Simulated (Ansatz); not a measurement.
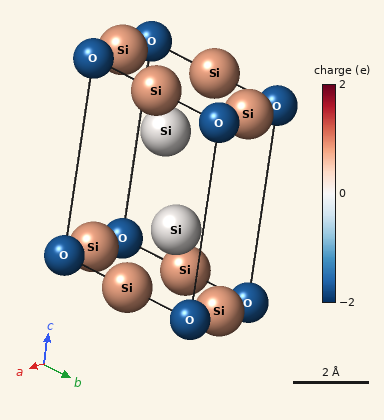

An orthographic spheres-only view of the structure, slightly off an axis. The frame is the cell (the run's own, in a reduced setting); atoms at its boundary are shown with their periodic copies. The atoms of this Si4O cell are coloured by their Bader charge.

The numbers come from Ansatz 0.2.0, DFT PBE, scalar-relativistic, plane waves, PAW, using a kinetic-energy cutoff of 420 eV, k-points about 0.16 Å⁻¹ apart, Gaussian smearing of 0.1 eV, no spin polarisation.

> Which element is the most positive, and which the most negative?

Most positive: Si; most negative: O. Charges: about Si 0.0 to +0.8 e; O -1.6 e.

Starting structure: a structure type filled with these elements by a generator (whether the compound takes this form wasn't checked). Earlier steps of the study, as a rule a relaxation of our own, may have changed the cell and positions, so they can lie some per cent off the listed ones. Ansatz was used for an electronic-structure calculation on it.
